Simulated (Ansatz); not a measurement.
## Hypothetical CsCl type MnS: pressure series

Base system: MnS in the CsCl type structure (space group Pm-3m, No. 221; a = 3.233 Å; ferromagnetic; a hypothetical phase, not in the database extracts checked).

Cell and atoms are relaxed at each pressure.

Level of theory: r2SCAN, PAW, 500 eV (Ansatz, a quantum-chemistry and plane-wave program; spin-orbit coupling left out).

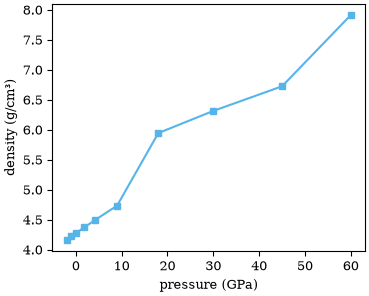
Density against pressure

Problem. From the plot, what is the density for pressure 4.2 GPa?

Solution. About 4.5 g/cm³.

Problem. Is the trend monotonic over the range shown?

Solution. Yes, it rises throughout, spanning 4.17 g/cm³ to 7.91 g/cm³.

The magnetic state is the one reached from the starting moments; the real material's order can differ, and small cells can't hold many antiferromagnetic ones. Load acts through the strain it causes; cell and atoms are relaxed under it. No phonon test of stability was made. Competing high-pressure phases were not computed. Seeded moments were not kept for pressure 18 GPa, pressure 30 GPa, pressure 45 GPa and pressure 60 GPa.
